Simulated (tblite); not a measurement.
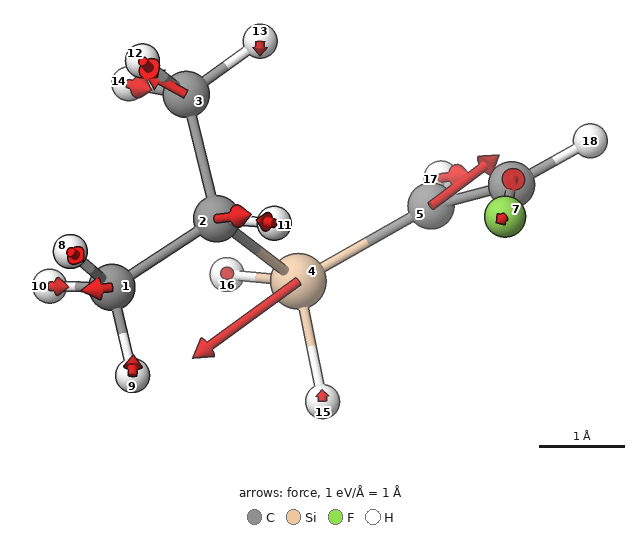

Starting geometry of C5H11FSi with the computed forces as red arrows. The picture is a ball-and-stick view, seen at a tilt.

All numbers below come from tblite, GFN2-xTB geometry optimisation, gas phase. 

Question: Is this structure relaxed? If not, where do the atoms go?

Answer: It isn't relaxed: the largest force vector, on the Si atom, is 1.62 eV/Å. The final displacements have little in common with the starting forces (cosine between the two patterns 0.24). The atom that moves furthest after the best rigid fit is an H atom (0.16 Å). By element the largest moves are H 0.16 Å, F 0.13 Å, C 0.07 Å, Si 0.06 Å. Near-neighbour distances that change, for instance: C–Si 1.834 → 1.890 Å, C–H 1.105 → 1.090 Å, H–Si 1.479 → 1.467 Å, C–H 1.090 → 1.078 Å. Among the angles between lasting bonds that change: Si–C–H 113.8° → 119.7°, C–C–H 119.7° → 116.5°, C–Si–C 112.2° → 109.1°. After 57 geometry steps the energy has fallen by 8.86 kJ/mol. The run took 0.6 s on 1 thread of Arm Neoverse N1 (shared host).
